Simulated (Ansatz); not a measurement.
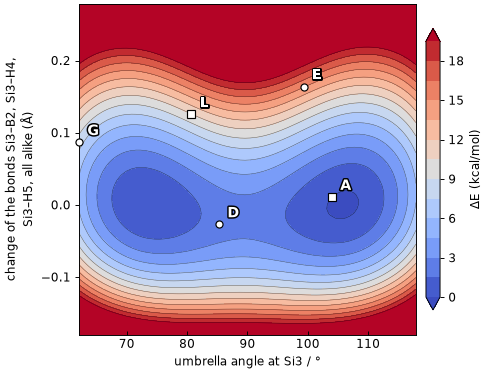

BH₂OSi, SMILES [O]B=[SiH2], spin multiplicity 2. First axis: umbrella angle at Si3 (between each of its bonds and their common axis; 90 is planar). Second axis: change of the bonds Si3–B2, Si3–H4, Si3–H5, all alike. Nothing is relaxed (all other coordinates rigid). Grid: 13 × 13 points. Points are written as (first, second). All energies are given in kcal/mol relative to the lowest grid point. Theory: UKS B3LYP-D4/def2-TZVP in Ansatz.

The picture shows filled contours, one colour for all values above the top of the scale, lettered points. Between grid points the surface is interpolated.

**Is A the lowest point of the computed grid?**

Yes. A, at (104.0°, 0.011 Å), has the lowest energy of the grid.

**Rank the lettered points by energy, lowest first.**

A (0.0 kcal/mol), D (2.2 kcal/mol), G (8.2 kcal/mol), L (10.5 kcal/mol), E (15.2 kcal/mol).

**What kind of point is each of A, E, L: minimum, saddle, maximum or slope?**

A: minimum; E: on a slope; L: on a slope. (In these two coordinates alone; a stationary point may lie a little off the grid point.)
